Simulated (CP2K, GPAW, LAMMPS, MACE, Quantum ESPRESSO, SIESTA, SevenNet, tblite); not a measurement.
**Si in place of Ge in amorphous Ge (61 atoms): do the methods agree on the site?**

At which of several sites of amorphous Ge (61 atoms) does Si in place of Ge cost least, and do cheaper methods find the same site as plane waves?

The results are calculated values.

### Step 1. The cell

The cell holds 61 atoms (61 Ge), with edges of 11.72, 11.72 and 11.72 Å. Recipe: 61 atoms (61 Ge) placed at random at 4.57 g/cm³, melted at 3500 K for 10 ps at fixed volume with the Tersoff potential (Tersoff, Phys. Rev. B 39, 5566 (1989)). Quenched from 3500 K to 100 K at 5 K/ps and fixed volume, held 5 ps, then minimised at fixed cell. Then the atoms were relaxed with SevenNet 0 in the fixed cell.

### Step 2. The reference input

Quantum ESPRESSO 7.5: Kohn-Sham DFT, PBE, SSSP efficiency 1.3.0 pseudopotentials, plane waves. Its input, pw.in, for the unchanged cell:

```
&control
  calculation = 'scf'
  pseudo_dir = './pseudo'
  outdir = './tmp'
  disk_io = 'none'
  tprnfor = .true.
  tstress = .true.
/
&system
  ibrav = 0
  nat = 61
  ntyp = 1
  ecutwfc = 45
  ecutrho = 360
  nosym = .true.
  occupations = 'smearing'
  smearing = 'fd'
  degauss = 0.003675
/
&electrons
  conv_thr = 3.0e-07
  electron_maxstep = 100
  mixing_beta = 0.2
  mixing_mode = 'local-TF'
  diagonalization = 'david'
/
ATOMIC_SPECIES
Ge 72.630 Ge.upf
CELL_PARAMETERS angstrom
11.72170 0.00000 0.00000
0.00000 11.72170 0.00000
0.00000 0.00000 11.72170
ATOMIC_POSITIONS crystal
Ge 0.13926 0.01749 0.33186
Ge 0.24687 0.95665 0.15651
Ge 0.64938 0.28961 0.36819
Ge 0.24870 0.30795 0.62769
[... 55 atom lines left out ...]
Ge 0.78718 0.81777 0.90926
Ge 0.87070 0.49194 0.05868
K_POINTS gamma
```

```console
$ OMP_NUM_THREADS=1 mpirun -np 2 pw.x -in pw.in > output.txt
```

It took 5.4 min on 2 MPI ranks of Intel Xeon Platinum 8375C at 2.90GHz (Ice Lake), shared host; peak memory 4.4 GiB.

It converged with an r.m.s. force component of 0.21 eV/Å and a pressure of -1.6 GPa.

### Step 3. Programs and settings

The levels share the cells and solve them as single points, though not every level runs every cell. CPU time is summed over a level's finished runs, on a host shared with the other runs, so it is rough; the force column is the median over cells of the r.m.s. difference of force components from the reference.

| level | basis or training data | k-points | runs finished | CPU time | peak memory (GiB) | force difference (meV/Å) |
| --- | --- | --- | --- | --- | --- | --- |
| QE, PBE | plane waves, SSSP efficiency, 45/360 Ry | Γ | 4 of 4 | 52 min | 4.4 | reference |
| CP2K double zeta, PBE | DZVP-UZH, GTH-PBE potentials, 350 Ry | Γ | 3 of 3 | 7 min | 2.3 | 32 |
| GPAW dzp, PBE | dzp orbitals, PAW, h 0.18 Å | Γ | 3 of 3 | 11 min | 1.8 | 35 |
| SIESTA DZP, PBE | DZP orbitals, shift 0.01 Ry, mesh 300 Ry | Γ | 3 of 3 | 17 min | 1.4 | 103 |
| tblite GFN1-xTB | tight binding with its own dispersion term | Γ | 3 of 3 | 31 s | 0.13 | 108 |
| MACE MP-0b3 medium | trained on PBE(+U) plane-wave data | - | 4 of 4 | 28 s | 0.77 | 191 |
| SevenNet 0 | trained on PBE(+U) plane-wave data | - | 4 of 4 | 28 s | 0.67 | 205 |

The reference's own r.m.s. force component runs from 203 to 210 meV/Å over these cells. SevenNet 0 relaxed the atoms, so in the cells that it relaxed its own forces are small, and its entry isn't an independent test there.

### Step 4. The sites

Each changed cell was relaxed with SevenNet 0 before the single points. Neighbours are the site's nearest atoms before the change.

| site | nearest atoms | their mean distance (Å) | atoms within 6 Å | largest move on relaxing (Å) | longest force left in the reference (eV/Å) |
| --- | --- | --- | --- | --- | --- |
| Ge22 | Ge4 | 2.52 | 34 | 0.06 | 0.66 |
| Ge41 | Ge5 | 2.65 | 31 | 0.11 | 0.72 |
| Ge60 | Ge3 | 2.54 | 35 | 0.17 | 0.63 |

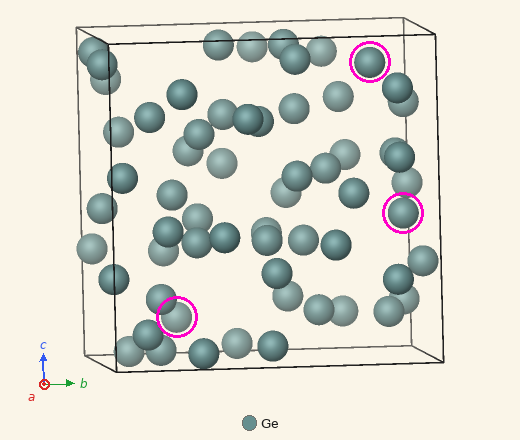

The unchanged cell with the tried sites ringed (germanium teal).

### Step 5. Site energies

All changed cells hold the same atoms, so within one level their energies compare with no chemical potential. Energies in eV, less that of Ge22, the reference's cheapest site; the last column is the largest deviation from the reference once each row's mean is taken off.

```
                level  Ge22   Ge41  Ge60  cheapest  largest deviation
              QE, PBE  0.00   0.14  0.33      Ge22                  -
CP2K double zeta, PBE  0.00   0.15  0.35      Ge22               0.01
        GPAW dzp, PBE  0.00   0.15  0.33      Ge22               0.00
      SIESTA DZP, PBE  0.00   0.20  0.43      Ge22               0.05
      tblite GFN1-xTB  0.00  -0.14  0.19      Ge41               0.14
   MACE MP-0b3 medium  0.00   0.14  0.42      Ge22               0.07
           SevenNet 0  0.00   0.13  0.32      Ge22               0.01
```

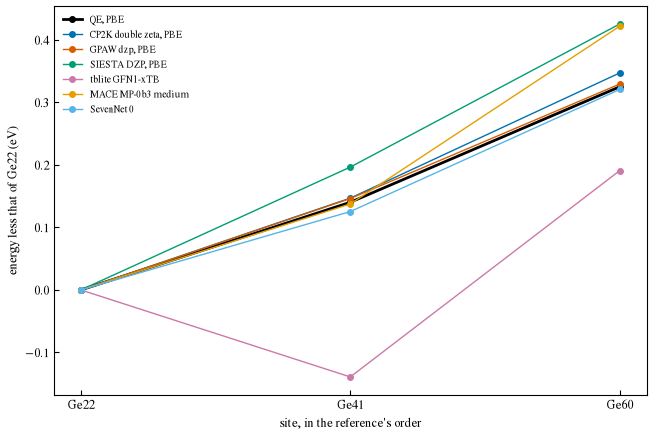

Site energies by level.

### Step 6. What came out

In the reference the cheapest site is Ge22 (Ge4) and the dearest Ge60 (Ge3), 0.33 eV higher. 5 of the 6 other levels pick the same cheapest site; tblite GFN1-xTB picks Ge41. GPAW dzp, PBE follows the reference most closely (0.00 eV at worst) and tblite GFN1-xTB least (0.14 eV).

The other programs at PBE deviate by 0.05 eV at most, the learned potentials by 0.01 to 0.07 eV.

Caveats: The geometries are those of SevenNet 0; forces of up to 0.72 eV/Å remain in the reference, so relaxing in DFT would lower the energies, by amounts that can differ from site to site and can change the order. For SevenNet 0 alone these are relaxed energies. Defects interact with their periodic images. Only 3 of the 61 Ge sites are compared. Learned potentials don't solve for electrons, so the charge or spin state of a defect can't be set in them. The quench rate of 5 K/ps is many orders above laboratory rates, so the cell is likely richer in defects and strain than a real sample. The reference samples only Γ, in a cell whose shortest periodic width is 12 Å. The reference isn't exact: its cutoffs and mesh weren't converged further here. SIESTA's automatically made basis is far from complete, and its potentials were converted by us (checked for H, C, O, Si, Ge and Ca alone). Spin–orbit coupling is left out. Where levels are smeared, the DFT runs use Fermi–Dirac occupations at 580 K (0.05 eV), and energies are free energies.

[Logs are printed without paths, hosts, clocks, repeated set-up lines and the standing remarks that a program may print on its own settings, such as how far it seeks lower states.]

[Hosts, paths, dates, database ids (printed as entryN), source tags and the programs' standing remarks are cut or masked in the printed files.]
